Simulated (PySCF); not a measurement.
# Two runs on CH$_{5}$ClF$_{2}$Si$_{2}$

System: CH$_{5}$ClF$_{2}$Si$_{2}$.
Method of the first run: GIAO PBE0/STO-3G NMR shielding, non-relativistic, gas phase (PySCF 2.14.0).

The geometry comes from this level: PBE0-D3(BJ)/def2-SVP. Text and figures count atoms from 1; the logs count them from 0 in places.

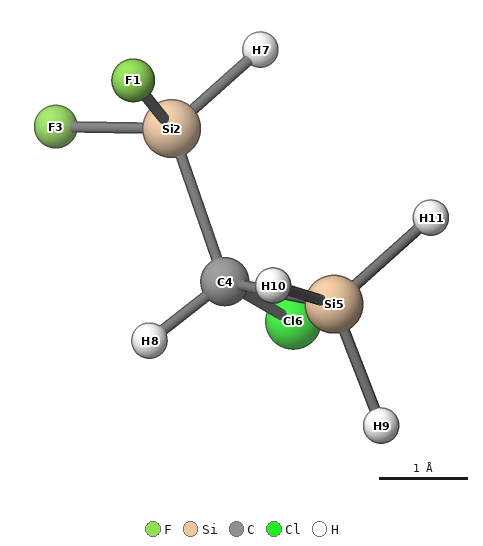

Figure 1. The input geometry (ball-and-stick view, seen at a tilt; atoms are numbered from 1 in the order of the input).

The input, the first run:
```
{"job": {"kind": "nmr", "xc": "PBE0", "basis": "STO-3G", "pop": true}, "charge": 0, "multiplicity": 1}
F      0.974644     0.764484    -1.032013
Si     1.455207    -0.569792    -0.256895
F      2.509459    -1.311234    -1.224663
C     -0.048156    -1.640099     0.004433
Si    -1.566791    -0.749720     0.720416
Cl     0.461022    -2.941991     1.149993
H      2.130242    -0.192620     0.999793
H     -0.326202    -2.124851    -0.946253
H     -2.601254    -1.766780     1.059435
H     -2.087781     0.208320    -0.297934
H     -1.152354    -0.011677     1.948560
```

The first line tells a small driver script what to run in PySCF; the rest is the geometry in Å.

Launched with:
```bash
OMP_NUM_THREADS=1 python <driver script> task.json out
```

Hardware: 1 CPU thread, shared host.

Output (the first run):
```
coarse grid: 11232 points
cycle   1  E = -1264.3003585733  dE = -1.739e-01  |g| = 5.417e-01  |ddm| = 3.895e+00
cycle   2  E = -1264.3044805923  dE = -4.122e-03  |g| = 6.280e-01  |ddm| = 2.021e+00
cycle   3  E = -1264.4377534298  dE = -1.333e-01  |g| = 6.804e-02  |ddm| = 1.043e+00
cycle   4  E = -1264.4389796271  dE = -1.226e-03  |g| = 2.879e-02  |ddm| = 1.332e-01
cycle   5  E = -1264.4392453900  dE = -2.658e-04  |g| = 4.041e-03  |ddm| = 4.679e-02
cycle   6  E = -1264.4392528803  dE = -7.490e-06  |g| = 5.203e-04  |ddm| = 8.877e-03
final grid: 96880 points
cycle   7  E = -1264.3686250885  dE = -1.344e-06  |g| = 3.076e-03  |ddm| = 9.448e-03
cycle   8  E = -1264.3686233090  dE =  1.780e-06  |g| = 3.894e-03  |ddm| = 9.660e-03
cycle   9  E = -1264.3686281146  dE = -4.806e-06  |g| = 1.696e-04  |ddm| = 5.527e-03
cycle  10  E = -1264.3686281255  dE = -1.091e-08  |g| = 1.976e-05  |ddm| = 3.043e-04
cycle  11  E = -1264.3686281257  dE = -1.589e-10  |g| = 8.358e-06  |ddm| = 5.533e-05
converged SCF energy = -1264.3686281257

GIAO shielding tensors (ppm)
atom      isotropic    diamagn.    paramagn.     s11        s22        s33       span
  0 F      497.467     457.715      39.752    362.464    536.415    593.522    231.057
  1 Si     526.869     867.732    -340.863    457.557    537.143    585.907    128.350
  2 F      503.281     454.728      48.553    366.060    539.081    604.702    238.642
  3 C      213.194     249.012     -35.819    184.957    191.747    262.878     77.920
  4 Si     582.686     868.862    -286.175    552.434    571.796    623.828     71.394
  5 Cl    1037.705    1126.428     -88.723    983.540   1006.692   1122.882    139.342
  6 H       29.577      31.932      -2.355     25.100     27.304     36.326     11.226
  7 H       31.097      30.321       0.776     27.062     27.460     38.769     11.707
  8 H       30.394      29.531       0.862     25.840     28.302     37.038     11.198
  9 H       30.570      31.746      -1.176     26.017     28.523     37.170     11.153
 10 H       30.575      31.732      -1.157     26.576     28.552     36.598     10.022
```

The second run used a changed input.

The two runs side by side:

| quantity | the first run | the second run |
| --- | --- | --- |
| outcome | converged | converged |
| total energy (hartree) | −1264.368628 | −1279.588716 |
| HOMO (eV) | −5.33 | −8.54 |
| LUMO (eV) | 4.12 | −0.80 |
| dipole moment (D) | 1.85 | 1.56 |
| shielding of F1 (ppm) | 497.5 | 315.9 |
| shielding of Si2 (ppm) | 526.9 | 361.8 |
| shielding of F3 (ppm) | 503.3 | 333.6 |
| shielding of C4 (ppm) | 213.2 | 158.7 |
| shielding of Si5 (ppm) | 582.7 | 407.4 |
| shielding of Cl6 (ppm) | 1037.7 | 911.6 |
| shielding of H10 (ppm) | 30.6 | 27.0 |
| SCF iterations | 11 | 13 |
| basis functions | 47 | 216 |
| wall time (shared host) | 3.9 s | 26 s |

What was changed in the input?

The change (lines with − go, lines with + come):
```diff
-"basis": "STO-3G"
+"basis": "6-311+G(2d,p)"
```

The total energy of the second run is 9550.7 kcal/mol lower, which measures the change of basis and not a stability. The HOMO goes from −5.33 to −8.54 eV. The LUMO goes from 4.12 to −0.80 eV. The dipole moment goes from 1.85 to 1.56 D. Of all shieldings, the largest change is that of F1, by −181.6 ppm. Diffuse functions give room to the loosely bound empty orbitals, which lowers the LUMO. The SCF takes 13 iterations against 11. The basis functions go from 47 to 216.

Output (the second run):
```
coarse grid: 11232 points
cycle   1  E = -1279.4771632260  dE =  3.016e-01  |g| = 7.554e-01  |ddm| = 2.746e+00
cycle   2  E = -1279.3557704599  dE =  1.214e-01  |g| = 1.188e+00  |ddm| = 1.057e+00
cycle   3  E = -1279.5652144204  dE = -2.094e-01  |g| = 7.203e-02  |ddm| = 6.315e-01
cycle   4  E = -1279.5659750684  dE = -7.606e-04  |g| = 3.322e-02  |ddm| = 8.850e-02
cycle   5  E = -1279.5662086165  dE = -2.335e-04  |g| = 1.055e-02  |ddm| = 3.469e-02
cycle   6  E = -1279.5662349951  dE = -2.638e-05  |g| = 2.363e-03  |ddm| = 1.208e-02
cycle   7  E = -1279.5662363162  dE = -1.321e-06  |g| = 6.040e-04  |ddm| = 3.069e-03
final grid: 96880 points
cycle   8  E = -1279.5887112007  dE = -3.732e-05  |g| = 4.801e-03  |ddm| = 2.971e-02
cycle   9  E = -1279.5887087892  dE =  2.411e-06  |g| = 5.792e-03  |ddm| = 8.510e-03
cycle  10  E = -1279.5887157645  dE = -6.975e-06  |g| = 6.968e-04  |ddm| = 4.576e-03
cycle  11  E = -1279.5887158766  dE = -1.122e-07  |g| = 1.428e-04  |ddm| = 8.548e-04
cycle  12  E = -1279.5887158810  dE = -4.433e-09  |g| = 6.443e-05  |ddm| = 1.820e-04
cycle  13  E = -1279.5887158818  dE = -7.424e-10  |g| = 1.711e-05  |ddm| = 5.114e-05
converged SCF energy = -1279.5887158818

GIAO shielding tensors (ppm)
atom      isotropic    diamagn.    paramagn.     s11        s22        s33       span
  0 F      315.880     470.740    -154.860    256.687    332.109    358.843    102.156
  1 Si     361.755     873.888    -512.133    321.535    362.556    401.174     79.639
  2 F      333.631     465.693    -132.062    274.332    341.068    385.493    111.161
  3 C      158.669     246.762     -88.093    140.915    143.214    191.878     50.963
  4 Si     407.422     879.846    -472.424    372.157    400.786    449.323     77.166
  5 Cl     911.612    1143.866    -232.255    791.371    853.166   1090.298    298.927
  6 H       26.328      28.390      -2.062     23.276     24.390     31.319      8.043
  7 H       28.578      30.255      -1.677     24.252     27.274     34.209      9.957
  8 H       27.196      28.437      -1.241     23.787     25.657     32.144      8.357
  9 H       26.998      29.347      -2.349     23.215     25.330     32.448      9.233
 10 H       27.276      29.082      -1.806     24.321     25.738     31.768      7.447
```
